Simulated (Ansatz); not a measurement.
# BLYP/def2-SVP (core potential) run of AlSnSiH7 (SMILES [SiH3][AlH][SnH3])

What is the vertical singlet–triplet gap of AlSnSiH7 at BLYP/def2-SVP (core potential)? 

Program for the calculation: Ansatz 0.2.0.

44 further runs of the same task are left out: 44 set aside as unsound or not needed.

## (1) Starting point

AlSnSiH7 has 10 atoms, charge 0, and is taken as a singlet. SMILES: `[SiH3][AlH][SnH3]`. Geometry: relaxed at PBE0-D4/def2-TZVP.

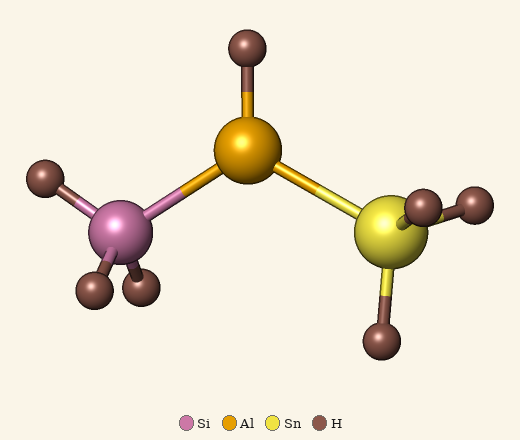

Viewed from a chosen angle; silicon pink, aluminium amber, tin yellow, hydrogen brown.

## (2) The energy at BLYP/def2-SVP (core potential)

The input, job.yaml:

```yaml
crystal:
  periodic: [false, false, false]
  atoms:
    - {symbol: Si, position_ang: [-1.727600, 1.016900, -0.987400]}
    - {symbol: Al, position_ang: [0.630900, 0.366100, -0.771800]}
    - {symbol: Sn, position_ang: [1.403800, -1.143700, 1.279600]}
    - {symbol: H, position_ang: [-2.584500, -0.202700, -1.056000]}
    - {symbol: H, position_ang: [-2.025800, 1.852500, -2.183800]}
    - {symbol: H, position_ang: [-2.154500, 1.780100, 0.221500]}
    - {symbol: H, position_ang: [1.723200, 0.824500, -1.833100]}
    - {symbol: H, position_ang: [2.608000, -0.374300, 2.224600]}
    - {symbol: H, position_ang: [0.128400, -1.541500, 2.349800]}
    - {symbol: H, position_ang: [2.081400, -2.629000, 0.759800]}
basis:
  gaussian: {orbitals: def2-SVP}
hamiltonian: {xc: {name: BLYP}}
accuracy: high
output: {orbitals: {seedname: orbitals}}
```

The run is started by

```sh
$ ansatz run job.yaml --threads 1 --pin off --max-ram 3480MiB --events-out events.jsonl --progress --plain --runs-dir runs
```

Standard output:

```text
Warning: RAYON_NUM_THREADS=1 ignored (pool sized by the plan → 1); use --threads N
Functional definition: BLYP
  name "BLYP"
  parameter beta = 0.0042
  parameter a = 0.04918
  parameter b = 0.132
  parameter c = 0.2533
  parameter d = 0.349
  exchange = b88_x(beta = beta)
  correlation = lyp_c(a = a, b = b, c = c, d = d)
2236 factors; integrals over basis functions are off by at most 3.6e-8 eV
mean field evaluation 1: about -20409.8930 eV, gradient 2.2e1 eV
mean field evaluation 2: about -20410.3403 eV, gradient 1.9e1 eV
mean field evaluation 4: about -20412.0743 eV, gradient 5.3e-1 eV
mean field evaluation 8: about -20412.0631 eV, gradient 6.0e-2 eV
mean field evaluation 16: about -20412.0632 eV, gradient 5.1e-6 eV
mean field -20412.06315307 eV, -750.1294850822 hartree, gradient 3.5e-8 eV, S^2 0.000000; 0 other end points of the search recorded, 0 dependent functions left out
reference -20412.06322505 eV, -750.1294877273 hartree; 28, 28 occupied and 69, 69 virtual orbitals, 2236 factors
Total energy: -20412.06322505 eV, -750.1294877273 hartree
```

Wall time 9.6 s (1 thread of Intel Xeon Platinum 8259CL at 2.50GHz (Skylake/Cascade Lake), shared host); peak memory 0.29 GiB.

## (3) The triplet, same level

The input, in.yaml:

```yaml
crystal:
  periodic: [false, false, false]
  atoms:
    - symbol: Si
      position_ang: [-1.727600, 1.016900, -0.987400]
    - symbol: Al
      position_ang: [0.630900, 0.366100, -0.771800]
    - symbol: Sn
      position_ang: [1.403800, -1.143700, 1.279600]
    - symbol: H
      position_ang: [-2.584500, -0.202700, -1.056000]
    - symbol: H
      position_ang: [-2.025800, 1.852500, -2.183800]
    - symbol: H
      position_ang: [-2.154500, 1.780100, 0.221500]
    - symbol: H
      position_ang: [1.723200, 0.824500, -1.833100]
    - symbol: H
      position_ang: [2.608000, -0.374300, 2.224600]
    - symbol: H
      position_ang: [0.128400, -1.541500, 2.349800]
    - symbol: H
      position_ang: [2.081400, -2.629000, 0.759800]
basis:
  gaussian:
    orbitals: def2-SVP
accuracy: high
hamiltonian:
  xc: {name: BLYP}
magnetization:
  spin_polarized: true
  initial_magnetization: 2
output:
  orbitals: {seedname: orbitals}
```

The run is started by

```sh
$ ansatz run in.yaml --threads 1 --pin off --max-ram 3480MiB --events-out events.jsonl --progress --plain --runs-dir runs
```

Standard output (excerpt; [...] marks lines left out):

```text
Warning: RAYON_NUM_THREADS=1 ignored (pool sized by the plan → 1); use --threads N
[... 9 set-up lines as earlier in the session ...]
2235 factors; integrals over basis functions are off by at most 3.6e-8 eV
mean field evaluation 1: about -20407.1021 eV, gradient 1.5e1 eV
mean field evaluation 2: about -20404.5606 eV, gradient 2.0e1 eV
mean field evaluation 4: about -20408.8612 eV, gradient 5.1e0 eV
mean field evaluation 8: about -20409.1832 eV, gradient 2.9e-1 eV
mean field evaluation 16: about -20409.1842 eV, gradient 1.8e-4 eV
mean field evaluation 32: about -20404.5712 eV, gradient 1.1e1 eV
mean field -20409.18418105 eV, -750.0236848117 hartree, gradient 5.2e-8 eV, S^2 2.003295; 4 other end points of the search recorded, 0 dependent functions left out
reference -20409.18425225 eV, -750.0236874282 hartree; 29, 27 occupied and 68, 70 virtual orbitals, 2235 factors
Total energy: -20409.18425225 eV, -750.0236874282 hartree
```

Wall time 19 s (1 thread of Intel Xeon Platinum 8259CL at 2.50GHz (Skylake/Cascade Lake), shared host); peak memory 0.37 GiB.

## (4) What came out

Level: BLYP/def2-SVP (core potential).

```
                                        quantity          value
                           singlet: total energy  -750.12949 Eh
                            singlet: HOMO energy       -6.01 eV
                            singlet: LUMO energy       -3.02 eV
                          singlet: HOMO–LUMO gap        2.99 eV
                           triplet: total energy  -750.02369 Eh
     triplet: HOMO energy (highest over α and β)       -3.23 eV
                                   triplet: ⟨S²⟩          2.003
vertical energy of the triplet above the singlet       2.879 eV
```

At this shape the triplet lies 2.88 eV (278 kJ/mol) above the singlet.
